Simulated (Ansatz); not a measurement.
# Electron scattering at the Σ11 (113) boundary in fcc Al, starting shift (0.33, 0), part 2 of 3

How much does the Σ11 (113) boundary in fcc Al, starting shift (0.33, 0) reflect electrons?

Ansatz 0.2.0; Ansatz plane-wave DFT, PBE, PAW files; relaxation of a bicrystal slab with its lowest layers held; PAW set soft_1 (the session's first sound run).

So far. Step 2 (Relaxing the bicrystal): The largest force component on a free atom ends at 0.015 eV/Å, under the tolerance of 0.03, after 10 steps.

### 3. Transmission across the boundary

This step: Ansatz plane-wave DFT, PBE, PAW files; ballistic transport by layer matching (Landauer), zero bias; boundary relaxed in a short slab, bulk layers laid on; PAW set soft_1 (Ansatz 0.2.0).

System of this step: Σ11 (113) boundary in fcc Al, starting shift (0.33, 0). The cell holds 36 atoms: 36 Al. Cell: a = 2.862 Å, b = 4.958 Å, c = 50.734 Å, α = 90.0°, β = 90.0°, γ = 73.2°. It derives from Al. Regions: lower grain, 14 atoms (14 Al); boundary, 10 atoms (10 Al); upper grain, 12 atoms (12 Al). Vacuum lies along c.

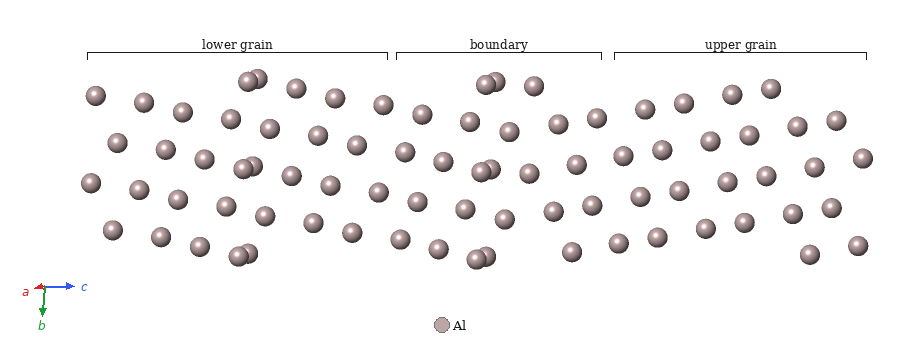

The cell of this step (aluminium light grey). 1×2×1 cells are drawn. Some periodic images of atoms are drawn too.

Input file input.yaml:

```yaml
crystal:
  lattice:
    - [2.862347037, 0.0, 0.0]
    - [1.4311735185, 4.7466655708, 0.0]
    - [0.0, 0.0, 50.7336319434]
  atoms:
    - { symbol: Al, position: [4.9090909092, -9.8181818184, 0.0788431627] }
    - { symbol: Al, position: [4.6363636364, -9.272727273, 0.1029003578] }
    - { symbol: Al, position: [4.3636363637, -8.7272727275, 0.1269575528] }
    - { symbol: Al, position: [4.090909091, -8.181818182, 0.1510147478] }
    - { symbol: Al, position: [3.8181818182, -7.6363636366, 0.1750719428] }
    - { symbol: Al, position: [3.5454545455, -7.0909090911, 0.1991291378] }
    - { symbol: Al, position: [3.2727272728, -6.5454545456, 0.2231863328] }
    - { symbol: Al, position: [3.0, -6.0000000002, 0.2472435279] }
    - { symbol: Al, position: [2.7272727273, -5.4545454547, 0.2713007229] }
    - { symbol: Al, position: [2.4545454546, -4.9090909092, 0.2953579179] }
    - { symbol: Al, position: [2.1818181818, -4.3636363638, 0.3194151129] }
    - { symbol: Al, position: [1.9090909091, -3.8181818183, 0.3434723079] }
    - { symbol: Al, position: [1.6363636364, -3.2727272728, 0.3675295029] }
    - { symbol: Al, position: [1.3636363636, -2.7272727274, 0.3915866979] }
    - { symbol: Al, position: [0.0909090909, 0.8181818181, 0.415643893] }
    - { symbol: Al, position: [0.8183088228, 0.3616817834, 0.4397646198] }
    - { symbol: Al, position: [0.5453307585, 0.9090414743, 0.4630282946] }
    - { symbol: Al, position: [0.2678715383, 0.4584232174, 0.4872962617] }
    - { symbol: Al, position: [-0.0046086703, 0.0071309934, 0.5101566194] }
    - { symbol: Al, position: [0.7075283159, 0.5547267458, 0.5359184383] }
    - { symbol: Al, position: [0.9603063743, 1.0192381821, 0.5629469476] }
    - { symbol: Al, position: [0.2345435941, 0.4761159, 0.5846795239] }
    - { symbol: Al, position: [0.5054339952, 0.9277057433, 0.6101253914] }
    - { symbol: Al, position: [0.7777315044, 0.384044624, 0.6324704971] }
    - { symbol: Al, position: [2.0504587771, -3.1614099215, 0.6565276921] }
    - { symbol: Al, position: [2.3231860499, -3.7068644669, 0.6805848871] }
    - { symbol: Al, position: [2.5959133226, -4.2523190124, 0.7046420821] }
    - { symbol: Al, position: [2.8686405953, -4.7977735579, 0.7286992771] }
    - { symbol: Al, position: [3.1413678681, -5.3432281033, 0.7527564721] }
    - { symbol: Al, position: [3.4140951408, -5.8886826488, 0.7768136672] }
    - { symbol: Al, position: [3.6868224135, -6.4341371943, 0.8008708622] }
    - { symbol: Al, position: [3.9595496863, -6.9795917397, 0.8249280572] }
    - { symbol: Al, position: [4.232276959, -7.5250462852, 0.8489852522] }
    - { symbol: Al, position: [4.5050042317, -8.0705008307, 0.8730424472] }
    - { symbol: Al, position: [4.7777315045, -8.6159553761, 0.8970996422] }
    - { symbol: Al, position: [5.0504587772, -9.1614099216, 0.9211568373] }
kpoints:
  mp_grid: { grid: [9, 9, 1] }
hamiltonian:
  xc: pbe
  pseudopotentials: { kind: paw, azcp: { folder: soft_1 } }
scf:
  occupations: { method: fermi_dirac, width: 0.1 }
output:
  transmission:
    leads: [[8, 9], [28, 29]]
    kmesh: [22, 22]
    e_range: [-0.1, 0.1]
    de: 0.05
  write_potential: true
  write_density: true
  volumetric_format: npy
  elf: true
```

Launch:

```
ansatz run input.yaml --threads 4 --pin off --max-ram 15360MiB --backend cpu --events-out ev --progress --plain --runs-dir out
```

Numbers of over 12 decimals in the logs are rounded to 6 here.

Output:

```text
[...]
Crystal: 36 atoms, lattice volume = 689.298 Å³
Basis set: ecut = 420 eV, 13547 PW (Γ)
Bands: 90, of which v1, the nominal top of the filled ones, is band 54 counted from 1 (53 counted from 0)
Symmetry: 1 space group operations
[...]
k-points: 41 of 81 (time reversal used)
[...]
SCF iter   1: F=—  HF=-19350.859175 eV  |F-HF|=—  |Δ(HF+E_count)|=         —  Δρ=2.26e-2  dr2=7.08e1  ethr=3.10e-3  ⟨swp⟩=8.5  Hψ=21179  notcnv=0  defer=136
[...]
SCF iter   9: F=-19348.372882 eV  HF=-19348.372882 eV  |F-HF|=3.37e-9  |Δ(HF+E_count)|=   3.73e-9  Δρ=3.69e-7  dr2=4.60e-9  ethr=9.26e-11  ⟨swp⟩=26.3  Hψ=16021  notcnv=0
SCF 1 converged in 9 iterations: F = -19348.372882 eV  dr2 = 4.60e-9
[...]
transmission: 952 of 9516 steps passed
transmission: 1904 of 9516 steps passed
[...]
transmission: 9516 of 9516 steps passed
WARN: The output density's exchange-correlation potential varies sharply where the density is thin. Do not read a vacuum level from v_tot or v_xc, or from such a field of the output density. On a cell that repeats whose density bears no net charge and no dipole along the vacuum's axis use v_es (v_loc + v_h of the components); under efield.dipole_correction with no amplitude use v_es + v_field, which holds any externa [...]
SCF converged after 9 iterations
Free energy (F): -19348.372882 eV
[...]
Internal energy: -19347.859323 eV  (E = F + TS)
E sigma→0 (E₀):  -19348.116102 eV
Entropy (-TS):   -0.513559 eV (-14.266 meV/atom)
Fermi energy:    6.268577 eV
[...]
--- Band table (eV; the first three rows and the last of 41) ---
  k-point 0: bands = [... 50 lower, 5.0431, 5.1726, 5.4206, 5.4886, 5.6648, 6.0445, 6.2836, 6.4573, ... 32 higher]
  k-point 1: bands = [... 50 lower, 5.1622, 5.3792, 5.5175, 5.6878, 5.9434, 6.2326, 6.4671, 6.5873, ... 32 higher]
  k-point 2: bands = [... 50 lower, 5.8366, 5.9298, 6.0931, 6.2788, 6.4550, 6.5902, 6.7737, 6.9833, ... 32 higher]
  k-point 40: bands = [... 50 lower, 5.3788, 5.4793, 5.5367, 5.6395, 5.7216, 5.8068, 5.8739, 5.9022, ... 32 higher]
--- Transmission ---
  basis      : 119 plane waves across, 39 finite elements along
  points     : 244, standing for a mesh of 22 x 22
  energies   : 5 from -0.100000 to 0.100000 eV about the Fermi level, 0.050000 eV apart; the leads are filled to 0.000000 eV, and channels, transmission and decay are at 0.000000 eV
  crystal 0  : Al2, at the sites [8, 9], period 2.4410 Å, over 18.31 Å; its Hamiltonian steps by up to 14.1 meV
    offset         : up to 0.0000 Å between an atom of the period and one for which it stands
    channels       : 2.642562e0 a spin
    conductance    : none, the energies end too early or step too widely for 300 K: set another output.transmission.e_range or a lower de, or, where they end at an eighth of basis.ecutwfc, a higher one
[...]
channels       : 2.642562e0 a spin
[...]
junction   : crystal 0 to crystal 1, 13.15 to 37.58 Å
    transmission   : 1.890214e0 a spin
[...]
```

Wall time 7.4 min (4 threads of Arm Neoverse V1, shared host); peak memory 3.4 GiB.

In the SCF lines HF is the Harris–Foulkes energy and dr2 the Hartree energy of the density residual, in eV; the loop may stop once dr2 is under the threshold and the program's other checks hold. Hψ counts applications of the Hamiltonian.

This step gave:

- free energy: -19348.3729 eV
- energy at zero smearing: -19348.1161 eV
- Fermi energy: 6.269 eV
- cell area: 13.59 Å²
- transmission per spin nearest the Fermi level: 1.890
- open channels per spin nearest the Fermi level: 2.643
- open channels per spin, upper lead: 2.643
- step of the lead's potential: 14.1 meV
- step of the upper lead's potential: 15.2 meV

Per spin. Transmission, zone mean against energy, zero at the Fermi level:

```tsv
energy (eV)	transmission, zone mean
-0.1000	1.78
-0.0500	1.84
0.0000	1.89
0.0500	1.92
0.1000	1.95
```

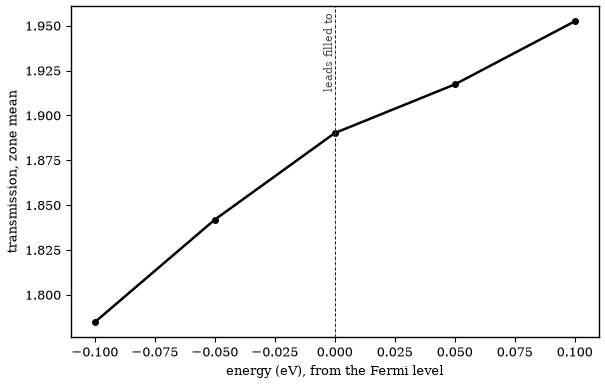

Transmission, zone mean against energy.

Per spin. The open channels, zone mean by energy, zero at the Fermi level:

```tsv
energy (eV)	lead	upper lead
-0.1000	2.53	2.54
-0.0500	2.62	2.63
0.0000	2.64	2.64
0.0500	2.68	2.67
0.1000	2.70	2.70
```

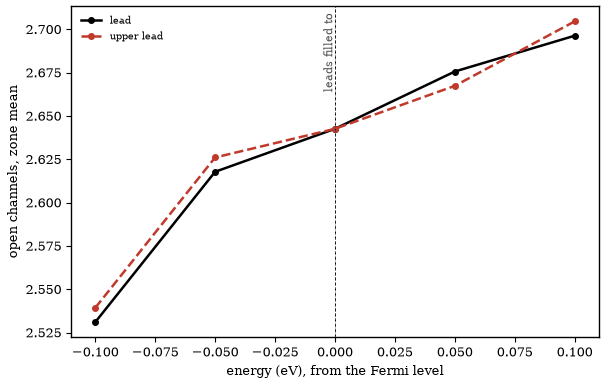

Open channels, zone mean against energy.

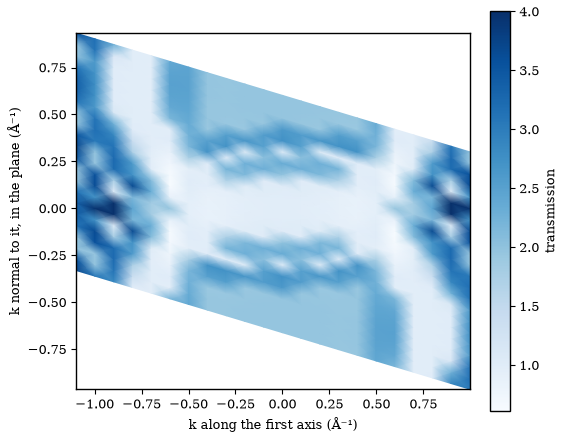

Transmission over k1 and k2. At 0.0000 eV from the Fermi level.

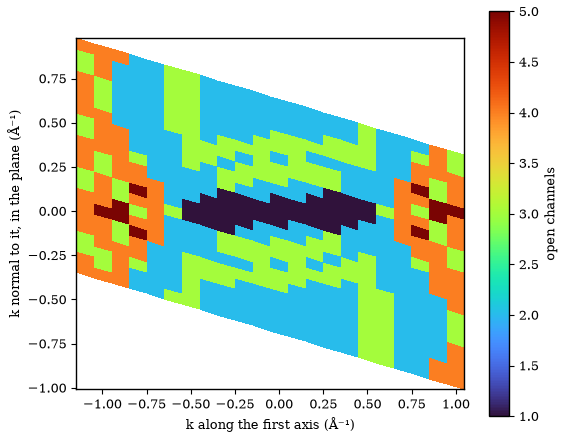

Open channels over k1 and k2. At 0.0000 eV from the Fermi level.

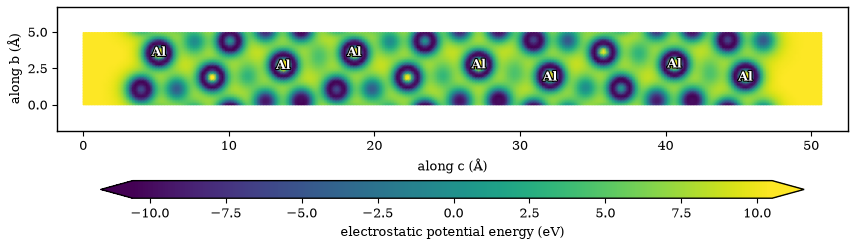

Electrostatic potential energy in the cb plane at fractional x = 0.708, with atoms of Al within 0.2 Å of it. With pseudopotentials it is smooth inside the atoms' cores, unlike the true potential.

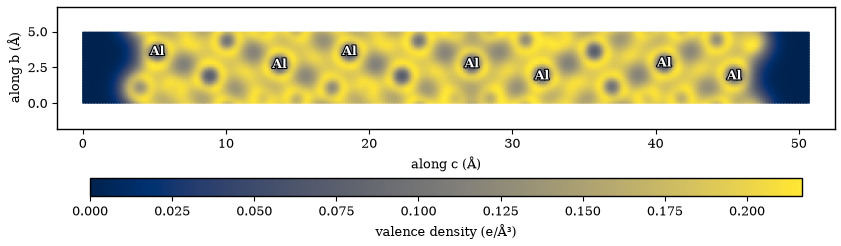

Valence density in the cb plane at fractional x = 0.708, with atoms of Al within 0.2 Å of it. It is the smooth field of the valence electrons, not physical close to the nuclei.

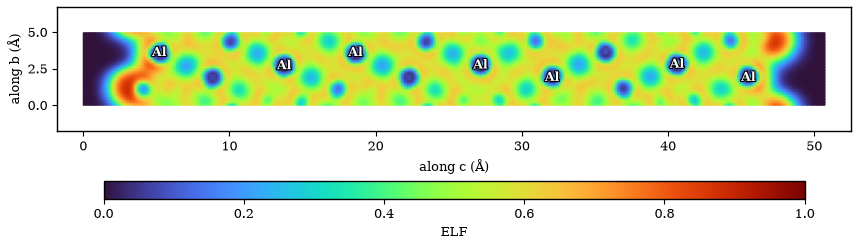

ELF in the cb plane at fractional x = 0.708, with atoms of Al within 0.2 Å of it. It is the smooth field of the valence electrons, not physical close to the nuclei.

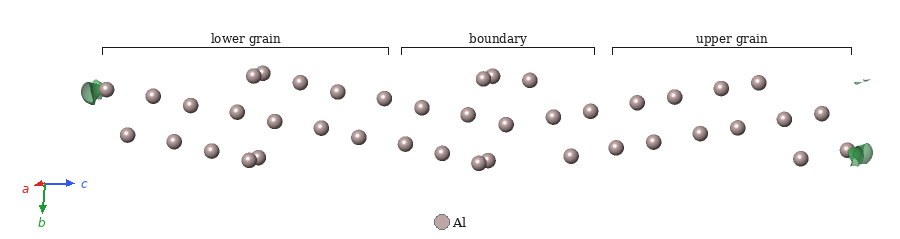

Surface of ELF = 0.85.

Over the solved energies the transmission per spin lies between 1.78 and 1.95, out of 2.63 channels of the lead on average (up to 2.70).

### 4. Specific resistance

This step: Ansatz plane-wave DFT, PBE, PAW files; ballistic transport by layer matching (Landauer), zero bias; specific resistance of the boundary; PAW set soft_1 (Ansatz 0.2.0).

Numbers from this step:

- area resistance: 0.2684 fΩ m²
- T over the leads' mean channel count: 0.7127

Averaged over the energies near the Fermi level, 71.3 % of the channels pass, which makes 0.268 fΩ m².

By hand, with T and the leads' channels N averaged over the energies near the Fermi level: RA = A (h/2e²)(1/T − ½[1/N₁ + 1/N₂]) = 13.59×10⁻²⁰ m² × 12 906 Ω × (1/1.877 − ½[1/2.633 + 1/2.636]) = 0.268 fΩ m².

(Part 2 of 3 ends here.)

[Logs are printed without paths, hosts, clocks, repeated set-up lines and the standing remarks that a program may print on its own settings, such as how far it seeks lower states.]

[Hosts, paths, dates, database ids (printed as entryN), source tags and the programs' standing remarks are cut or masked in the printed files.]
